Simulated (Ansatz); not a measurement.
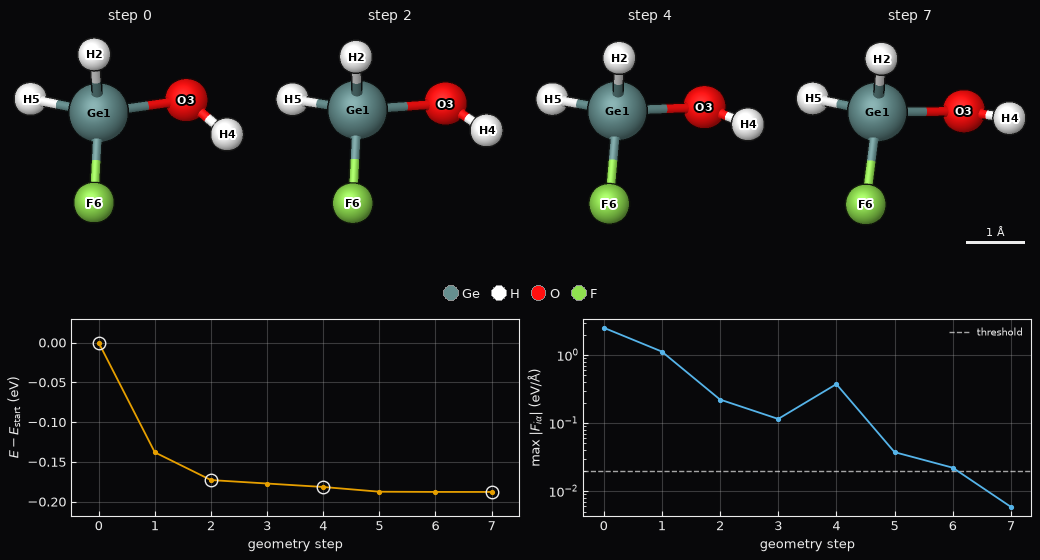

Frames of a relaxation of GeH3OF, marked on the history of the run. The picture is a ball-and-stick view, seen at a tilt.

The run prepares the start of a later molecular dynamics calculation, from a guessed geometry.

All numbers below come from Ansatz, RKS B3LYP/def2-TZVP. Settings: no spin polarisation; force threshold 0.02 eV/Å; at most 40 steps.

> What happens along the run?

The largest move after the best rigid fit is that of H4, 0.29 Å. Largest moves by element: H 0.29 Å, O 0.21 Å, F 0.15 Å, Ge 0.03 Å. Near-neighbour distances that change, for instance: Ge1–F6 1.679 → 1.750 Å, O3–H4 1.010 → 0.963 Å, Ge1–H5 1.549 → 1.527 Å, Ge1–H2 1.550 → 1.535 Å. Among the angles between lasting bonds that change: H2–Ge1–H5 109.5° → 117.7°, H2–Ge1–F6 109.5° → 105.0°, Ge1–O3–H4 109.5° → 114.0°. Groups turn about Ge1–O3 by about 35°. The energy falls by 0.188 eV in 7 geometry steps. Largest force component: 2.5 eV/Å at the start, 0.0058 eV/Å at the end. The run took 17 s on 4 threads of Arm Neoverse N1 (shared host), peak memory 0.24 GiB. From step 0 to 2: H and O atoms move most (0.07 Å), energy −0.173 eV. From step 2 to 4: H4 moves most (0.11 Å), energy −0.009 eV. From step 4 to 7: H4 moves most (0.11 Å), energy −0.006 eV.

```csv
step,"E − E(0), eV","largest force component, eV/Å"
0,0.0000,2.5200
1,-0.1379,1.1236
2,-0.1727,0.2213
3,-0.1771,0.1148
4,-0.1814,0.3732
5,-0.1874,0.0373
6,-0.1876,0.0220
7,-0.1877,0.0058
```
